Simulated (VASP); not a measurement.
Band structure of SnO (litharge). These are PBEsol GGA, VASP's PBE PAW potentials (set 64) (plane waves; VASP 6.6.1) values and carry that method's errors.

Without a dispersion term in the relaxation, distances and binding between the weakly bound layers, chains or molecules are unreliable, and so is what depends on them. Unless said otherwise, spin-orbit coupling is left out, though it shifts the bands of the heavy elements here.

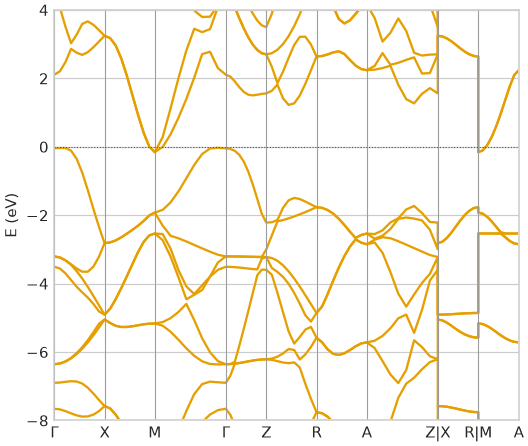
Figure: Bands along high-symmetry lines, zero at the valence-band maximum or, without a gap, the Fermi level

Problem. Read the plot: is there a gap, and where are the band edges?

Solution. It has no gap at this level: it comes out as a metal or semimetal. (Edges off the drawn lines would not show.)

Measured: gap 0.70 eV (computed value off by -0.70 eV), as given by David Waroquiers et al., Physical Review B (2013), arXiv:1302.6756.

The compound is SnO in the litharge structure. It was relaxed first.
